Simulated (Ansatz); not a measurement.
**SnH3Cl + CH4: a complex and its separated parts**

The complex below is one end of an elementary step. How strongly is it bound against its free parts?

Program: Ansatz 0.2.0, Gaussian basis. Level of theory: PBE0-D4/def2-TZVP structures, single points in def2-TZVPP, no counterpoise correction. These are calculated values, not measurements.

Levels: SPW92, PBE-D4, BLYP-D4, r2SCAN-D4, B97M-V, PBE0-D4, B3LYP-D4, r2SCAN0-D4, BHLYP-D4, CAM-B3LYP-D4, wB97X-V, wB97M-V, B2PLYP, PBE-QIDH, RPA on PBE, Hartree-Fock, MP2, CCSD, CCSD(T).

Correlated methods freeze the cores. Filled d shells of the heavier atoms are correlated. Core potentials replace the inner electrons past krypton, and spin-orbit coupling is left out. B3LYP uses VWN-RPA correlation. B2PLYP carries no dispersion term here.

88 further runs of the same task are left out: 88 set aside as unsound or not needed. Runs told in other sessions of the task aren't counted.

**1. The system as given**

The complex: 10 atoms, charge 0, spin multiplicity 1.

Atoms are counted from 1 here; the program's logs count them from 0.

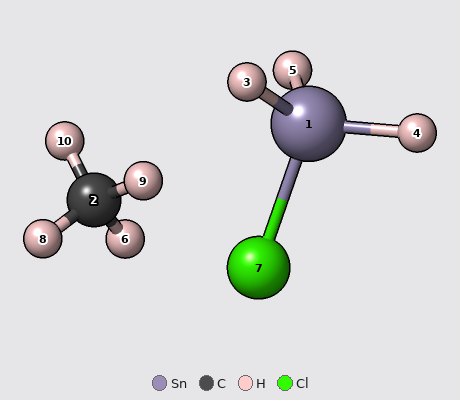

The starting geometry (tin purple, carbon dark grey, hydrogen pink, chlorine green); atoms are numbered from 1 in the order of the file.

Coordinates:

```xyz
10
charge 0, multiplicity 1
Sn   -2.1435   -0.2744   -0.5653
C     2.1028    0.1112    0.4862
H    -0.6896   -1.1496   -0.6451
H    -3.2955   -1.0033    0.4504
H    -2.7701    0.1019   -2.1002
H     1.3004    0.8344    0.6303
Cl   -1.6192    1.7723    0.4295
H     3.0390    0.5257    0.8592
H     1.8709   -0.8044    1.0303
H     2.2049   -0.1139   -0.5754
```

Its parts: SnH3Cl holds atoms 1, 3, 4, 5, 7; CH4 holds atoms 2, 6, 8, 9, 10. Each part counts its atoms afresh in its own runs.

**2. Relaxing SnH3Cl alone**

File relax-a/in.yaml:

```yaml
crystal:
  periodic: [false, false, false]
  atoms:
    - {symbol: Sn, position_ang: [-2.143534, -0.274354, -0.565300]}
    - {symbol: H, position_ang: [-0.689602, -1.149561, -0.645055]}
    - {symbol: H, position_ang: [-3.295497, -1.003310, 0.450441]}
    - {symbol: H, position_ang: [-2.770146, 0.101870, -2.100207]}
    - {symbol: Cl, position_ang: [-1.619166, 1.772300, 0.429457]}
basis:
  gaussian: {orbitals: def2-TZVP}
hamiltonian: {xc: pbe0, dispersion: d4}
relax: {f_tol: 0.005, max_steps: 200}
```

Run with:

```sh
> ansatz run in.yaml --threads 4 --pin off --events-out ev --progress --plain --max-ram 9574MiB
```

Log, cut to the lines that bear on the results:

```text
Functional definition: PBE0
  name "PBE0"
  cite "Adamo & Barone, J. Chem. Phys. 110, 6158 (1999) doi:10.1063/1.478522"
  cite "Perdew, Burke & Ernzerhof, Phys. Rev. Lett. 77, 3865 (1996) doi:10.1103/PhysRevLett.77.3865"
  parent pbe
[...]
861 factors; their error is unknown
[...]
mean field -18399.98064419 eV, -676.1868167191 hartree, gradient 5.0e-5 eV, S^2 0.000000; 0 other end points of the search recorded, 0 dependent functions left out
[...]
reference -18399.98067628 eV, -676.1868178986 hartree; 21, 21 occupied and 84, 84 virtual orbitals, 861 factors
[...]
reference -18399.98075174 eV, -676.1868206715 hartree; 21, 21 occupied and 84, 84 virtual orbitals, 861 factors
Total energy: -18400.05224142 eV, -676.1894478689 hartree
Atom 0 at    -2.145406    -0.272124    -0.564726 Å, force     0.000447    -0.001489    -0.000552 eV/Å
Atom 1 at    -0.690040    -1.147245    -0.644146 Å, force    -0.001080     0.000039    -0.000206 eV/Å
Atom 2 at    -3.295728    -1.005178     0.449872 Å, force     0.000063    -0.000389    -0.000275 eV/Å
Atom 3 at    -2.770284     0.100182    -2.101260 Å, force     0.000023    -0.000473    -0.000081 eV/Å
Atom 4 at    -1.616486     1.771310     0.429597 Å, force     0.000546     0.002313     0.001114 eV/Å
Dipole moment:    -0.117505    -0.453898    -0.220868 e Å
```

It took 6 s on 4 threads of Intel Xeon at 2.50GHz, shared host.

The steps of the relaxation:

```csv
step,energy from step 1 (eV),largest force component (eV/Å)
1,0.0000,0.0389
2,-0.0001,0.0103
3,-0.0001,0.0023
```

Distances of close pairs at the start and the end, largest changes first:

| bond | before (Å) | after (Å) | change (Å) |
| --- | --- | --- | --- |
| Sn1–Cl5 | 2.335 | 2.333 | -0.002 |
| Sn1–H2 | 1.699 | 1.700 | +0.001 |
| Sn1–H4 | 1.700 | 1.700 | -0.000 |
| Sn1–H3 | 1.700 | 1.700 | -0.000 |

**3. Relaxing CH4 alone**

File relax-b/in.yaml:

```yaml
crystal:
  periodic: [false, false, false]
  atoms:
    - {symbol: C, position_ang: [2.102767, 0.111233, 0.486232]}
    - {symbol: H, position_ang: [1.300359, 0.834370, 0.630323]}
    - {symbol: H, position_ang: [3.039033, 0.525658, 0.859231]}
    - {symbol: H, position_ang: [1.870879, -0.804415, 1.030272]}
    - {symbol: H, position_ang: [2.204907, -0.113893, -0.575395]}
basis:
  gaussian: {orbitals: def2-TZVP}
hamiltonian: {xc: pbe0, dispersion: d4}
relax: {f_tol: 0.005, max_steps: 200}
```

Run with:

```sh
> ansatz run in.yaml --threads 4 --pin off --events-out ev --progress --plain --max-ram 9574MiB
```

Log, cut to the lines that bear on the results:

```text
[... 5 set-up lines as earlier in the session ...]
[...]
356 factors; their error is unknown
[...]
mean field -1101.35635984 eV, -40.4740996979 hartree, gradient 4.0e-5 eV, S^2 0.000000; 0 other end points of the search recorded, 0 dependent functions left out
[...]
Atom 1 at     1.301246     0.833672     0.630195 Å, force     0.000020    -0.000049    -0.000016 eV/Å
Atom 2 at     3.038873     0.526636     0.859619 Å, force     0.000150     0.000061     0.000057 eV/Å
Atom 3 at     1.870119    -0.804222     1.030148 Å, force    -0.000043    -0.000075     0.000093 eV/Å
Atom 4 at     2.204119    -0.113724    -0.575432 Å, force     0.000004     0.000019    -0.000124 eV/Å
Dipole moment:     0.000001    -0.000001    -0.000000 e Å
```

Wall time 1.7 s (4 threads of Intel Xeon at 2.50GHz, shared host).

Along the way:

```csv
step,energy from step 1 (eV),largest force component (eV/Å)
1,0.0000,0.0222
2,0.0000,0.0092
3,0.0000,0.0001
```

Close pairs (by a distance rule), those that changed most:

```
 bond  before (Å)  after (Å)  change (Å)
C1–H5       1.090      1.090      -0.000
C1–H4       1.090      1.090      -0.000
C1–H2       1.090      1.090      -0.000
C1–H3       1.090      1.090      -0.000
```

**4. SPW92/def2-TZVPP**

File parta/in.yaml:

```yaml
crystal:
  periodic: [false, false, false]
  atoms:
    - {symbol: Sn, position_ang: [-2.145406, -0.272124, -0.564726]}
    - {symbol: H, position_ang: [-0.690040, -1.147245, -0.644146]}
    - {symbol: H, position_ang: [-3.295728, -1.005178, 0.449872]}
    - {symbol: H, position_ang: [-2.770284, 0.100182, -2.101260]}
    - {symbol: Cl, position_ang: [-1.616486, 1.771310, 0.429597]}
basis:
  gaussian: {orbitals: def2-TZVPP}
hamiltonian: {xc: lda}
```

File partb/in.yaml:

```yaml
crystal:
  periodic: [false, false, false]
  atoms:
    - {symbol: C, position_ang: [2.103589, 0.110592, 0.486133]}
    - {symbol: H, position_ang: [1.301246, 0.833672, 0.630195]}
    - {symbol: H, position_ang: [3.038873, 0.526636, 0.859619]}
    - {symbol: H, position_ang: [1.870119, -0.804222, 1.030148]}
    - {symbol: H, position_ang: [2.204119, -0.113724, -0.575432]}
basis:
  gaussian: {orbitals: def2-TZVPP}
hamiltonian: {xc: lda}
```

The same command starts each run, in its folder.

Run with:

```sh
> ansatz run in.yaml --threads 4 --pin off --events-out ev --progress --plain --max-ram 9574MiB
```

Output in parta, cut to the lines that bear on the results:

```text
Functional definition: SPW92
  name "SPW92"
  cite "Dirac, Proc. Camb. Phil. Soc. 26, 376 (1930) doi:10.1017/S0305004100016108"
  cite "Slater, Phys. Rev. 81, 385 (1951) doi:10.1103/PhysRev.81.385"
  cite "Perdew & Wang, Phys. Rev. B 45, 13244 (1992) doi:10.1103/PhysRevB.45.13244"
[...]
859 factors; their error is unknown
[...]
mean field -18353.40490356 eV, -674.4751898211 hartree, gradient 7.1e-5 eV, S^2 0.000000; 0 other end points of the search recorded, 0 dependent functions left out
reference -18353.40494425 eV, -674.4751913164 hartree; 21, 21 occupied and 113, 113 virtual orbitals, 859 factors
Total energy: -18353.40494425 eV, -674.4751913164 hartree
```

Output in partb, cut to the lines that bear on the results:

```text
[... 5 set-up lines as earlier in the session ...]
[...]
416 factors; their error is unknown
[...]
mean field -1091.60442957 eV, -40.1157228705 hartree, gradient 3.4e-5 eV, S^2 0.000000; 0 other end points of the search recorded, 0 dependent functions left out
reference -1091.60445556 eV, -40.1157238258 hartree; 5, 5 occupied and 82, 82 virtual orbitals, 416 factors
Total energy: -1091.60445556 eV, -40.1157238258 hartree
```

They took 1.1 s (parta), 0.35 s (partb) on 4 threads of Intel Xeon at 2.50GHz, shared host.

**5. PBE-D4/def2-TZVPP**

Each input of step 4 (parta, partb) changes in the same lines:

```diff
-hamiltonian: {xc: lda}
+hamiltonian: {xc: pbe, dispersion: d4}
```

One command serves all of them, each in its own folder.

Run with:

```sh
> ansatz run in.yaml --threads 4 --pin off --events-out ev --progress --plain --max-ram 9574MiB
```

parta printed, cut to the lines that bear on the results:

```text
Functional definition: PBE
  name "PBE"
[... 2 set-up lines as earlier in the session ...]
[...]
859 factors; their error is unknown
[...]
mean field -18398.57351265 eV, -676.1351055887 hartree, gradient 2.3e-5 eV, S^2 0.000000; 0 other end points of the search recorded, 0 dependent functions left out
reference -18398.57355618 eV, -676.1351071885 hartree; 21, 21 occupied and 113, 113 virtual orbitals, 859 factors
Total energy: -18398.65832316 eV, -676.1382223177 hartree
```

Log of partb, cut to the lines that bear on the results:

```text
[... 4 set-up lines as earlier in the session ...]
[...]
416 factors; their error is unknown
[...]
mean field -1101.08956728 eV, -40.4642952524 hartree, gradient 7.0e-6 eV, S^2 0.000000; 0 other end points of the search recorded, 0 dependent functions left out
reference -1101.08959549 eV, -40.4642962888 hartree; 5, 5 occupied and 82, 82 virtual orbitals, 416 factors
Total energy: -1101.11336613 eV, -40.4651698440 hartree
```

Times: 1.2 s (parta), 0.41 s (partb) on 4 threads of Intel Xeon at 2.50GHz, shared host.

**6. BLYP-D4/def2-TZVPP**

The same edit goes into each in.yaml of step 5 (parta, partb):

```diff
-hamiltonian: {xc: pbe, dispersion: d4}
+hamiltonian: {xc: {name: BLYP}, dispersion: d4}
```

Each run has its own folder and the same command.

Run with:

```sh
> ansatz run in.yaml --threads 4 --pin off --events-out ev --progress --plain --max-ram 9574MiB
```

Log of parta, cut to the lines that bear on the results:

```text
Functional definition: BLYP
  name "BLYP"
  cite "Becke, Phys. Rev. A 38, 3098 (1988) doi:10.1103/PhysRevA.38.3098"
  cite "Lee, Yang & Parr, Phys. Rev. B 37, 785 (1988) doi:10.1103/PhysRevB.37.785"
[...]
859 factors; their error is unknown
[...]
mean field -18402.24992861 eV, -676.2702113833 hartree, gradient 8.9e-5 eV, S^2 0.000000; 0 other end points of the search recorded, 0 dependent functions left out
reference -18402.25026899 eV, -676.2702238923 hartree; 21, 21 occupied and 113, 113 virtual orbitals, 859 factors
Total energy: -18402.43243638 eV, -676.2769184202 hartree
```

partb printed, cut to the lines that bear on the results:

```text
[... 4 set-up lines as earlier in the session ...]
[...]
416 factors; their error is unknown
[...]
mean field -1102.10482001 eV, -40.5016051017 hartree, gradient 1.8e-5 eV, S^2 0.000000; 0 other end points of the search recorded, 0 dependent functions left out
reference -1102.10507276 eV, -40.5016143903 hartree; 5, 5 occupied and 82, 82 virtual orbitals, 416 factors
Total energy: -1102.16218929 eV, -40.5037133840 hartree
```

Times: 1.3 s (parta), 0.45 s (partb) on 4 threads of Intel Xeon at 2.50GHz, shared host.

**7. r2SCAN-D4/def2-TZVPP**

Each input of step 6 (parta, partb) changes in the same lines:

```diff
-hamiltonian: {xc: {name: BLYP}, dispersion: d4}
+hamiltonian: {xc: r2scan, dispersion: d4}
```

Each run has its own folder and the same command.

Run with:

```sh
> ansatz run in.yaml --threads 4 --pin off --events-out ev --progress --plain --max-ram 9574MiB
```

Output in parta, cut to the lines that bear on the results:

```text
Functional definition: r2SCAN
  name "r2SCAN"
  cite "Furness, Kaplan, Ning, Perdew & Sun, J. Phys. Chem. Lett. 11, 8208 (2020) doi:10.1021/acs.jpclett.0c02405"
  cite "Furness, Kaplan, Ning, Perdew & Sun, J. Phys. Chem. Lett. 11, 9248 (2020) doi:10.1021/acs.jpclett.0c03077"
  parent r2scan
[...]
859 factors; their error is unknown
[...]
mean field -18405.36886260 eV, -676.3848300933 hartree, gradient 4.1e-5 eV, S^2 0.000000; 0 other end points of the search recorded, 0 dependent functions left out
reference -18405.36887511 eV, -676.3848305532 hartree; 21, 21 occupied and 113, 113 virtual orbitals, 859 factors
Total energy: -18405.38713275 eV, -676.3855015092 hartree
```

Log of partb, cut to the lines that bear on the results:

```text
[... 5 set-up lines as earlier in the session ...]
[...]
416 factors; their error is unknown
[...]
mean field -1102.08488524 eV, -40.5008725125 hartree, gradient 2.6e-5 eV, S^2 0.000000; 0 other end points of the search recorded, 0 dependent functions left out
reference -1102.08489334 eV, -40.5008728103 hartree; 5, 5 occupied and 82, 82 virtual orbitals, 416 factors
Total energy: -1102.09054340 eV, -40.5010804462 hartree
```

Wall times: 2.2 s (parta), 0.86 s (partb) on 4 threads of Intel Xeon at 2.50GHz, shared host.

**8. B97M-V/def2-TZVPP**

Each input of step 7 (parta, partb) changes in the same lines:

```diff
-hamiltonian: {xc: r2scan, dispersion: d4}
+hamiltonian: {xc: {name: B97M-V}}
```

Each run has its own folder and the same command.

Run with:

```sh
> ansatz run in.yaml --threads 4 --pin off --events-out ev --progress --plain --max-ram 9574MiB
```

Log of parta, cut to the lines that bear on the results:

```text
Functional definition: B97M-V
  name "B97M-V"
  cite "Mardirossian & Head-Gordon, J. Chem. Phys. 142, 074111 (2015) doi:10.1063/1.4907719"
  cite "Becke, J. Chem. Phys. 107, 8554 (1997) doi:10.1063/1.475007"
  cite "Vydrov & Van Voorhis, J. Chem. Phys. 133, 244103 (2010) doi:10.1063/1.3521275"
  # Of w^i u^j: cxij and so on, Table III.
[...]
  gx(w, u) = cx00 + cx01*u + cx02*u^2 + (cx10 + cx11*u)*w
[...]
  gos(w, u) = cos00 + cos01*u + cos03*u^3 + cos10*w + cos32*w^3*u^2
[...]
      + integral(e_c_pw_mod_opposite_spin*gos(b97_w_opposite, b97_u_opposite)) + vv10(b, c)
859 factors; their error is unknown
[...]
mean field -18401.03072411 eV, -676.2254064443 hartree, gradient 6.2e-5 eV, S^2 0.000000; 0 other end points of the search recorded, 0 dependent functions left out
reference -18401.03078687 eV, -676.2254087508 hartree; 21, 21 occupied and 113, 113 virtual orbitals, 859 factors
Total energy: -18401.03078687 eV, -676.2254087508 hartree
```

Output in partb, cut to the lines that bear on the results:

```text
[... 5 set-up lines as earlier in the session ...]
  # Of w^i u^j: cxij and so on, Table III.
[...]
  gx(w, u) = cx00 + cx01*u + cx02*u^2 + (cx10 + cx11*u)*w
[...]
  gos(w, u) = cos00 + cos01*u + cos03*u^3 + cos10*w + cos32*w^3*u^2
[...]
      + integral(e_c_pw_mod_opposite_spin*gos(b97_w_opposite, b97_u_opposite)) + vv10(b, c)
416 factors; their error is unknown
[...]
mean field -1102.89600184 eV, -40.5306804980 hartree, gradient 2.7e-5 eV, S^2 0.000000; 0 other end points of the search recorded, 0 dependent functions left out
reference -1102.89604174 eV, -40.5306819643 hartree; 5, 5 occupied and 82, 82 virtual orbitals, 416 factors
Total energy: -1102.89604174 eV, -40.5306819643 hartree
```

They took 3 s (parta), 1.4 s (partb) on 4 threads of Intel Xeon at 2.50GHz, shared host.

**9. PBE0-D4/def2-TZVPP**

The same edit goes into each in.yaml of step 8 (parta, partb):

```diff
-hamiltonian: {xc: {name: B97M-V}}
+hamiltonian: {xc: pbe0, dispersion: d4}
+output: {orbitals: {seedname: orbitals}}
```

Each run has its own folder and the same command.

Run with:

```sh
> ansatz run in.yaml --threads 4 --pin off --events-out ev --progress --plain --max-ram 9574MiB
```

Output in parta, cut to the lines that bear on the results:

```text
[... 5 set-up lines as earlier in the session ...]
[...]
963 factors; their error is unknown
[...]
mean field -18399.99619553 eV, -676.1873882205 hartree, gradient 3.8e-5 eV, S^2 0.000000; 0 other end points of the search recorded, 0 dependent functions left out
reference -18399.99622632 eV, -676.1873893520 hartree; 21, 21 occupied and 113, 113 virtual orbitals, 963 factors
Total energy: -18400.06771601 eV, -676.1900165494 hartree
```

partb printed, cut to the lines that bear on the results:

```text
[... 5 set-up lines as earlier in the session ...]
[...]
416 factors; their error is unknown
[...]
mean field -1101.39210675 eV, -40.4754133728 hartree, gradient 1.2e-5 eV, S^2 0.000000; 0 other end points of the search recorded, 0 dependent functions left out
reference -1101.39212748 eV, -40.4754141344 hartree; 5, 5 occupied and 82, 82 virtual orbitals, 416 factors
Total energy: -1101.41121766 eV, -40.4761156856 hartree
```

Wall times: 1.5 s (parta), 0.5 s (partb) on 4 threads of Intel Xeon at 2.50GHz, shared host.

**10. B3LYP-D4/def2-TZVPP**

The same edit goes into each in.yaml of step 9 (parta, partb):

```diff
-hamiltonian: {xc: pbe0, dispersion: d4}
-output: {orbitals: {seedname: orbitals}}
+hamiltonian: {xc: {name: B3LYP}, dispersion: d4}
```

Each run has its own folder and the same command.

Run with:

```sh
> ansatz run in.yaml --threads 4 --pin off --events-out ev --progress --plain --max-ram 9574MiB
```

parta printed, cut to the lines that bear on the results:

```text
Functional definition: B3LYP
  name "B3LYP"
  cite "Stephens, Devlin, Chabalowski & Frisch, J. Phys. Chem. 98, 11623 (1994) doi:10.1021/j100096a001"
[... 2 set-up lines as earlier in the session ...]
  cite "Vosko, Wilk & Nusair, Can. J. Phys. 58, 1200 (1980) doi:10.1139/p80-159"
[...]
922 factors; their error is unknown
[...]
mean field -18406.59448367 eV, -676.4298708371 hartree, gradient 6.7e-5 eV, S^2 0.000000; 0 other end points of the search recorded, 0 dependent functions left out
reference -18406.59473262 eV, -676.4298799856 hartree; 21, 21 occupied and 113, 113 virtual orbitals, 922 factors
Total energy: -18406.73404327 eV, -676.4349995577 hartree
```

partb printed, cut to the lines that bear on the results:

```text
[... 6 set-up lines as earlier in the session ...]
[...]
416 factors; their error is unknown
[...]
mean field -1103.12534666 eV, -40.5391087646 hartree, gradient 1.5e-5 eV, S^2 0.000000; 0 other end points of the search recorded, 0 dependent functions left out
reference -1103.12553239 eV, -40.5391155900 hartree; 5, 5 occupied and 82, 82 virtual orbitals, 416 factors
Total energy: -1103.16334402 eV, -40.5405051419 hartree
```

Times: 1.8 s (parta), 0.5 s (partb) on 4 threads of Intel Xeon at 2.50GHz, shared host.

**11. r2SCAN0-D4/def2-TZVPP**

Each input of step 10 (parta, partb) changes in the same lines:

```diff
-hamiltonian: {xc: {name: B3LYP}, dispersion: d4}
+hamiltonian: {xc: {name: r2SCAN0}, dispersion: d4}
```

Each run has its own folder and the same command.

Run with:

```sh
> ansatz run in.yaml --threads 4 --pin off --events-out ev --progress --plain --max-ram 9574MiB
```

Output in parta, cut to the lines that bear on the results:

```text
Functional definition: r2SCAN0
  name "r2SCAN0"
  cite "Bursch, Neugebauer, Ehlert & Grimme, J. Chem. Phys. 156, 134105 (2022) doi:10.1063/5.0086040"
[... 3 set-up lines as earlier in the session ...]
[...]
963 factors; their error is unknown
[...]
mean field -18404.54145280 eV, -676.3544233440 hartree, gradient 5.4e-5 eV, S^2 0.000000; 0 other end points of the search recorded, 0 dependent functions left out
reference -18404.54146255 eV, -676.3544237025 hartree; 21, 21 occupied and 113, 113 virtual orbitals, 963 factors
Total energy: -18404.56392402 eV, -676.3552491463 hartree
```

Log of partb, cut to the lines that bear on the results:

```text
[... 6 set-up lines as earlier in the session ...]
[...]
416 factors; their error is unknown
[...]
mean field -1102.01585098 eV, -40.4983355505 hartree, gradient 4.0e-5 eV, S^2 0.000000; 0 other end points of the search recorded, 0 dependent functions left out
reference -1102.01585742 eV, -40.4983357869 hartree; 5, 5 occupied and 82, 82 virtual orbitals, 416 factors
Total energy: -1102.02213233 eV, -40.4985663857 hartree
```

Wall times: 2.6 s (parta), 0.91 s (partb) on 4 threads of Intel Xeon at 2.50GHz, shared host.

**12. BHLYP-D4/def2-TZVPP**

The same edit goes into each in.yaml of step 11 (parta, partb):

```diff
-hamiltonian: {xc: {name: r2SCAN0}, dispersion: d4}
+hamiltonian: {xc: {name: BHLYP}, dispersion: d4}
```

One command serves all of them, each in its own folder.

Run with:

```sh
> ansatz run in.yaml --threads 4 --pin off --events-out ev --progress --plain --max-ram 9574MiB
```

Output in parta, cut to the lines that bear on the results:

```text
Functional definition: BHLYP
  name "BHLYP"
  cite "Becke, J. Chem. Phys. 98, 1372 (1993) doi:10.1063/1.464304"
[... 2 set-up lines as earlier in the session ...]
[...]
1005 factors; their error is unknown
[...]
mean field -18402.11999576 eV, -676.2654364391 hartree, gradient 3.7e-5 eV, S^2 0.000000; 0 other end points of the search recorded, 0 dependent functions left out
reference -18402.12016028 eV, -676.2654424851 hartree; 21, 21 occupied and 113, 113 virtual orbitals, 1005 factors
Total energy: -18402.24464461 eV, -676.2700172001 hartree
```

Output in partb, cut to the lines that bear on the results:

```text
[... 5 set-up lines as earlier in the session ...]
[...]
457 factors; their error is unknown
[...]
mean field -1102.12975094 eV, -40.5025212968 hartree, gradient 7.6e-5 eV, S^2 0.000000; 0 other end points of the search recorded, 0 dependent functions left out
reference -1102.12987571 eV, -40.5025258819 hartree; 5, 5 occupied and 82, 82 virtual orbitals, 457 factors
Total energy: -1102.15263643 eV, -40.5033623230 hartree
```

Wall times: 1.7 s (parta), 0.61 s (partb) on 4 threads of Intel Xeon at 2.50GHz, shared host.

[end of part 1 of 2]
